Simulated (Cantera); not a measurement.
Input: 1 mol HMDSO, 0.41 mol N2O, equilibrated at 0.0555 Torr.

Equilibrium computed with Cantera from the NASA thermochemical tables; the gas is ideal and each condensed phase is pure. Candidate condensed phases: C, C6H6, C7H8, C8H18, H2O, Si, SiC, SiO2, Si2N2O, Si3N4; 151 gas species. The feed counts by its element totals alone. Mutual solubility and eutectic melting of coexisting phases are not modelled. The numbers say what is thermodynamically allowed, not how fast it happens.

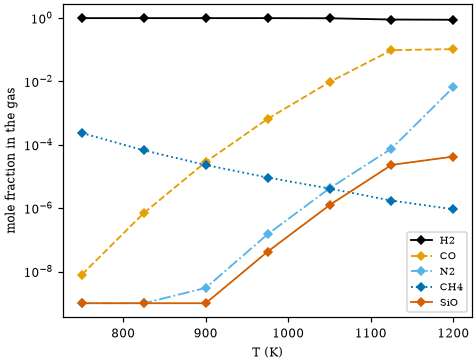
Equilibrium gas composition (values under 1e-9 drawn at 1e-9)

Task: Read off the mole fractions at 1050 K.

Result: H2 about 0.99, CO about 0.0096, N2 about 4.2e-6, CH4 about 4.2e-6, SiO about 1.2e-6.
